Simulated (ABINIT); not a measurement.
Band structure of Sn (I4_1/amd, 2 atoms in the cell).

```
CELL_PARAMETERS angstrom
     -2.97572     2.97572     1.61865
      2.97572    -2.97572     1.61865
      2.97572     2.97572    -1.61865
ATOMIC_POSITIONS crystal
  Sn 0.75000 0.25000 0.50000
  Sn 0.00000 0.00000 0.00000
```

Computed with PBE, norm-conserving pseudopotentials (PseudoDojo nc-sr-05 PBE standard) (plane waves; ABINIT).

Settings: pseudos = [Sn.upf]; ecut = 72 Ry; occopt = 7; tsmear = 0.2 eV; ngkpt = 7 7 7; nshiftk = 1; shiftk = 0 0 0; potentials = PseudoDojo nc-sr-05 PBE standard; kptopt = 1; nstep = 80; toldfe1 = 1e-09 Ha; ndtset = 2; getden2 = 1.

The starting cell comes from a database of computed structures (which also holds hypothetical and non-ambient phases and stackings), without a prior relaxation at this level. Its lattice was rescaled by a random factor within 2.5 % of one.

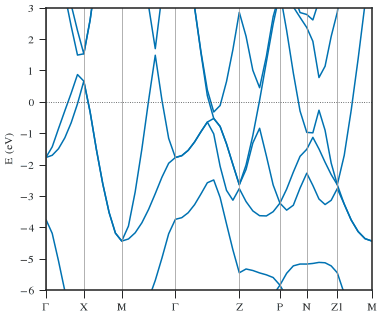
Figure: Bands along the path, energies from the Fermi level.

Levels in eV from the Fermi level, bands 11 to 18:
| point | 11 | 12 | 13 | 14 | 15 | 16 | 17 | 18 |
|---|---|---|---|---|---|---|---|---|
| Γ | -10.67 | -3.74 | -1.77 | -1.77 | 3.12 | 6.00 | 6.00 | 6.56 |
| X | -8.54 | -8.54 | 0.66 | 0.66 | 1.53 | 1.53 | 5.87 | 5.87 |
| M | -7.35 | -7.35 | -4.44 | -4.44 | 4.95 | 4.95 | 8.90 | 8.90 |
| Z | -6.37 | -5.45 | -2.76 | -2.64 | -2.64 | 2.85 | 5.46 | 5.46 |
| P | -5.84 | -5.84 | -3.23 | -3.23 | 3.48 | 3.48 | 3.78 | 3.78 |
| N | -6.74 | -5.17 | -2.27 | -1.51 | -0.97 | 2.37 | 2.78 | 4.48 |
| Z1 | -6.37 | -5.45 | -2.76 | -2.64 | -2.64 | 2.85 | 5.46 | 5.46 |

Bands cross the Fermi level along this path, so the cell is metallic at this level.
